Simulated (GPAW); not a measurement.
## Geometry relaxation of BH$_{2}$

The run: geometry relaxation of BH$_{2}$, multiplicity 2. Method and program: vdW-DF2/dzp, UKS, scalar-relativistic datasets (GPAW 26.7.0).

The atoms were displaced at random from an optimised geometry.

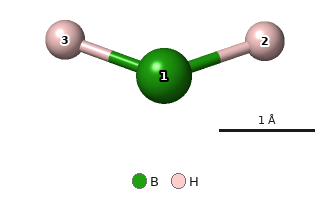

Figure 1. The input geometry (ball-and-stick view, seen at an oblique angle; atoms are numbered from 1 in the order of the input).

Summary:

```json
{"quantity": "outcome", "value": "converged"}
{"quantity": "energy relative to the program's reference atoms", "value": "−17.9373 eV"}
{"quantity": "basis functions", "value": "23"}
{"quantity": "largest force", "value": "0.010 eV/Å"}
{"quantity": "dipole moment", "value": "0.38 D"}
{"quantity": "hardware", "value": "1 thread of Arm Neoverse V1, 24 GiB of memory available, shared host"}
{"quantity": "wall time", "value": "6.4 min"}
{"quantity": "peak memory", "value": "2.8 GiB"}
```

Remarks:

Settings chosen away from the usual ones: nbands set to -10; vacuum set to 6.0 (from 4.0).

Input (run.py):
```python
import numpy as np
from ase import Atoms
from ase.io import write
from ase.optimize import BFGS
from ase.units import Bohr
from gpaw import GPAW

# Atomic positions
positions_bohr = np.array(
              [[  0.472322,  -0.297040,   0.234509],
               [  0.437910,   1.917097,   0.453090],
               [ -1.038422,  -1.582810,  -0.705191]])
atoms = Atoms(['B', 'H', 'H'], positions=positions_bohr * Bohr)
atoms.center(vacuum=6.0)
atoms.set_initial_magnetic_moments([1.0, 0.0, 0.0])

# GPAW settings
calc = GPAW(mode='lcao',
            basis='dzp',
            h=0.18,
            xc={'name': 'vdW-DF2', 'backend': 'libvdwxc'},
            occupations={'name': 'fermi-dirac', 'width': 0.0, 'fixmagmom': True},
            nbands=-10,
            maxiter=100,
            poissonsolver={'name': 'fd'},
            symmetry='off',
            txt='BH2.txt')
atoms.calc = calc

opt = BFGS(atoms, trajectory='BH2.traj')
converged = opt.run(fmax=0.02, steps=60)
print('Converged:', converged)
print(f'Final energy: {atoms.get_potential_energy():.5f} eV')
print(f'r(H2-B0)                {atoms.get_distance(2, 0):.4f} Ang')
print(f'r(H1-B0)                {atoms.get_distance(1, 0):.4f} Ang')
write('relaxed.xyz', atoms)
```

Launch command:
```bash
python run.py > run.log
```

The program's output:
```
Step     Time          Energy          fmax
BFGS:    0 00:00:00      -17.889568        1.342385
BFGS:    1 00:00:49      -17.924877        0.562055
BFGS:    2 00:01:38      -17.935627        0.113519
BFGS:    3 00:02:12      -17.936058        0.091765
BFGS:    4 00:02:53      -17.936643        0.101366
BFGS:    5 00:03:33      -17.937110        0.068574
BFGS:    6 00:04:12      -17.937300        0.026471
BFGS:    7 00:04:45      -17.937326        0.009595
Converged: True
Final energy: -17.93733 eV
r(H2-B0)                1.2124 Ang
r(H1-B0)                1.2126 Ang
```

Trajectory as extended XYZ (Å, eV, eV/Å), 8 frames, from step=0 to step=7:
```
3
Properties=species:S:1:pos:R:3:forces:R:3 step=0 energy=-17.88957
B     6.7995    6.6804    6.4973    0.8423  -0.0379   0.4372
H     6.7812    7.8521    6.6129    0.0450   0.8749   0.1129
H     6.0000    6.0000    6.0000   -0.8889  -0.8344  -0.5618
3
Properties=species:S:1:pos:R:3:forces:R:3 step=1 energy=-17.92488
B     6.8115    6.6799    6.5035    0.2773  -0.1911   0.1266
H     6.7819    7.8646    6.6145    0.0536   0.5535   0.0819
H     5.9873    5.9881    5.9920   -0.3218  -0.3627  -0.2089
3
Properties=species:S:1:pos:R:3:forces:R:3 step=2 energy=-17.93563
B     6.8193    6.6750    6.5071   -0.0493   0.0146  -0.0248
H     6.7833    7.8793    6.6167    0.0621   0.0873   0.0376
H     5.9783    5.9781    5.9862   -0.0119  -0.1015  -0.0123
3
Properties=species:S:1:pos:R:3:forces:R:3 step=3 energy=-17.93606
B     6.8191    6.6750    6.5070   -0.0745   0.0402  -0.0354
H     6.7844    7.8817    6.6175    0.0572   0.0268   0.0287
H     5.9775    5.9758    5.9855    0.0179  -0.0670   0.0083
3
Properties=species:S:1:pos:R:3:forces:R:3 step=4 energy=-17.93664
B     6.8170    6.6760    6.5060   -0.0778   0.0545  -0.0354
H     6.7870    7.8849    6.6190    0.0422  -0.0312   0.0145
H     5.9770    5.9716    5.9851    0.0391  -0.0248   0.0252
3
Properties=species:S:1:pos:R:3:forces:R:3 step=5 energy=-17.93711
B     6.8133    6.6782    6.5043   -0.0488   0.0434  -0.0210
H     6.7904    7.8874    6.6208    0.0207  -0.0495   0.0007
H     5.9774    5.9669    5.9852    0.0365   0.0055   0.0267
3
Properties=species:S:1:pos:R:3:forces:R:3 step=6 energy=-17.93730
B     6.8105    6.6800    6.5030   -0.0133   0.0180  -0.0059
H     6.7926    7.8877    6.6217    0.0058  -0.0254  -0.0047
H     5.9783    5.9647    5.9857    0.0171   0.0098   0.0160
3
Properties=species:S:1:pos:R:3:forces:R:3 step=7 energy=-17.93733
B     6.8098    6.6806    6.5027    0.0022   0.0036   0.0004
H     6.7930    7.8873    6.6217    0.0027  -0.0026  -0.0039
H     5.9788    5.9646    5.9861    0.0042   0.0026   0.0082
```

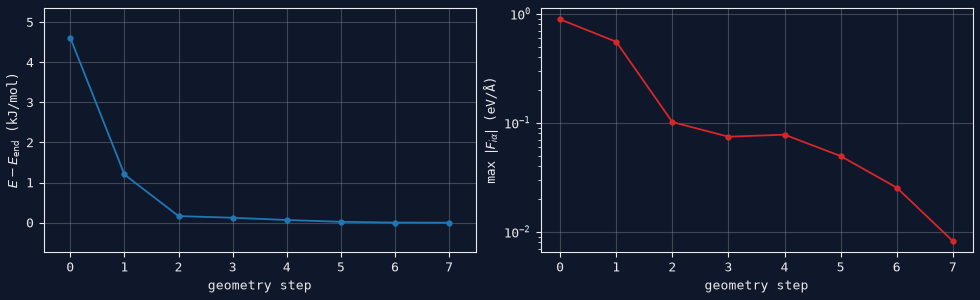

Figure 2. Progress of the relaxation, step by step (steps are counted from 0).

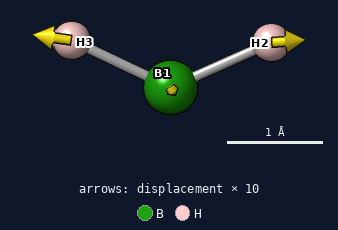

Figure 3. The starting structure with the displacements as yellow arrows, magnified 10 times (ball-and-stick view, seen at a tilt). The two geometries are laid on each other by the best rigid fit. After 7 geometry steps the energy has fallen by 4.61 kJ/mol. Largest force component: 0.89 eV/Å at the start, 0.0082 eV/Å at the end. The atom that moves furthest after the best rigid fit is H3 (0.044 Å). Largest moves by element: H 0.044 Å, B 0.011 Å. Distances before and after: B1–H3 1.162 → 1.212 Å, B1–H2 1.178 → 1.213 Å. (Atoms are counted from 1 in the order of the input.)
